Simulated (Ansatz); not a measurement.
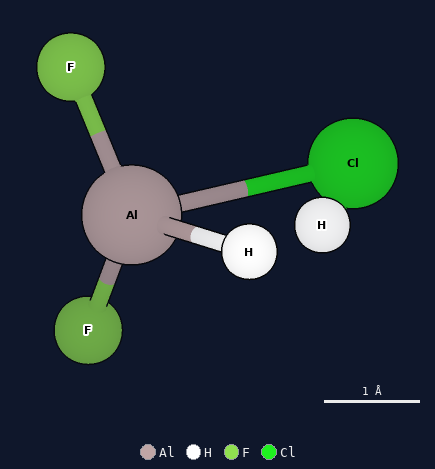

*The input geometry (ball-and-stick view, seen at a tilt). Sticks mark near contacts.*

## Nudged elastic band, with input and output: AlH$_{2}$ClF$_{2}$

The run: nudged elastic band of AlH$_{2}$ClF$_{2}$. Method and program: RKS PBE0-D4/def2-SVP (Ansatz 0.2.0).

One setting was made poor on purpose. It belongs to a series of runs on one base structure; here: band between the two ends.

**Input**
```yaml
crystal:
  periodic: [false, false, false]
  atoms:
    - { symbol: Al, position_ang: [0.0, 0.0, 0.0] }
    - { symbol: H, position_ang: [0.0, 0.0, 1.91] }
    - { symbol: F, position_ang: [1.4635, 0.0, -0.845] }
    - { symbol: F, position_ang: [-1.4635, 0.0, -0.845] }
    - { symbol: Cl, position_ang: [0.1058, -2.3986, 0.7978] }
    - { symbol: H, position_ang: [0.0433, -0.9822, 1.9502] }
basis:
  gaussian: { orbitals: def2-SVP }
hamiltonian:
  xc: pbe0
  dispersion: d4
neb:
  order_check: false
  images: 5
  f_tol: 0.03
  max_iterations: 60
  final_atoms:
    - { symbol: Al, position_ang: [0.0, 0.0, 0.0] }
    - { symbol: H, position_ang: [0.0, 0.0, 1.91] }
    - { symbol: F, position_ang: [1.4635, 0.0, -0.845] }
    - { symbol: F, position_ang: [-1.4635, 0.0, -0.845] }
    - { symbol: Cl, position_ang: [0.1058, -2.3986, 0.7978] }
    - { symbol: H, position_ang: [0.0433, -0.9822, 1.9502] }
  initial_path:
    images:
      - { positions_ang: [[0.0, 0.0, 0.0], [0.0, 0.0, 1.91], [1.4635, 0.0, -0.845], [-1.4635, 0.0, -0.845], [0.1058, -2.3986, 0.7978], [0.0433, -0.9822, 1.9502]] }
      - { positions_ang: [[0.0, 0.0, 0.0], [0.0, 0.0, 1.91], [1.4635, 0.0, -0.845], [-1.4635, 0.0, -0.845], [0.1058, -2.3986, 0.7978], [0.0433, -0.9822, 1.9502]] }
      - { positions_ang: [[0.0, 0.0, 0.0], [0.0, 0.0, 1.91], [1.4635, 0.0, -0.845], [-1.4635, 0.0, -0.845], [0.1058, -2.3986, 0.7978], [0.0433, -0.9822, 1.9502]] }
      - { positions_ang: [[0.0, 0.0, 0.0], [0.0, 0.0, 1.91], [1.4635, 0.0, -0.845], [-1.4635, 0.0, -0.845], [0.1058, -2.3986, 0.7978], [0.0433, -0.9822, 1.9502]] }
      - { positions_ang: [[0.0, 0.0, 0.0], [0.0, 0.0, 1.91], [1.4635, 0.0, -0.845], [-1.4635, 0.0, -0.845], [0.1058, -2.3986, 0.7978], [0.0433, -0.9822, 1.9502]] }
      - { positions_ang: [[0.0, 0.0, 0.0], [0.0, 0.0, 1.91], [1.4635, 0.0, -0.845], [-1.4635, 0.0, -0.845], [0.1058, -2.3986, 0.7978], [0.0433, -0.9822, 1.9502]] }
      - { positions_ang: [[0.0, 0.0, 0.0], [0.0, 0.0, 1.91], [1.4635, 0.0, -0.845], [-1.4635, 0.0, -0.845], [0.1058, -2.3986, 0.7978], [0.0433, -0.9822, 1.9502]] }
```

Run as:
```bash
ansatz run input.yaml --threads 1 --pin off --max-ram 2048MiB --backend cpu --events-out ev --progress --plain --runs-dir out
```

**What the program printed**
```
Error: invalid value for `neb.final_atoms`: is identical to crystal.atoms — the two endpoints must differ for a path to exist
```

**What the run reported**

- outcome: refused by the program
- hardware: 1 thread of Arm Neoverse V2, 24 GiB of memory available, shared host

**What went wrong**

The program refused the input: “invalid value for `neb.final_atoms`: is identical to crystal.atoms — the two endpoints must differ for a path to exist” A deliberately poor setting: ends not relaxed.
